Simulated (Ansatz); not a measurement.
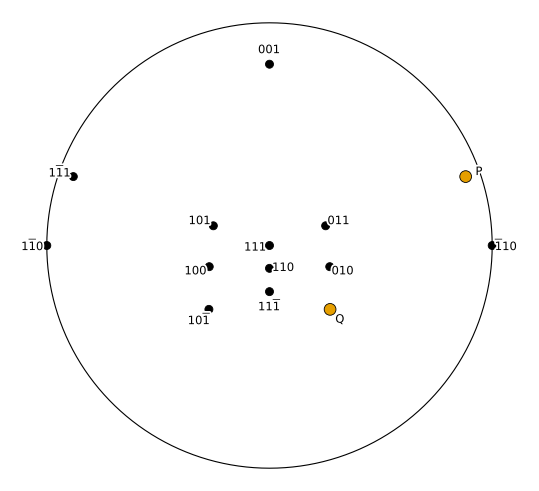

Stereographic projection of plane normals (upper hemisphere) centred on (1 1 1). Crystal: CoO, the end point of a relaxation at a target pressure of 15 GPa with DFT PBE+U, scalar-relativistic, plane waves, PAW in Ansatz. Geometry calculated from the standardised cell; symmetry tolerance 0.002 Å.

a = 2.998 Å, b = 2.998 Å, c = 7.236 Å, α = 90.00°, β = 90.00°, γ = 120.00°.

**Index the poles marked P, Q.**

P is (−1 1 1), in four indices (−1 1 0 1), 86.1° from the centre; Q is (0 1 −1), in four indices (0 1 −1 −1), 43.1° from the centre.

**What is the angle between the normals of (0 1 −1) and (1 0 1), and what are their d_hkl = 1/|g|?**

70.8°; d = 2.444 Å and 2.444 Å.
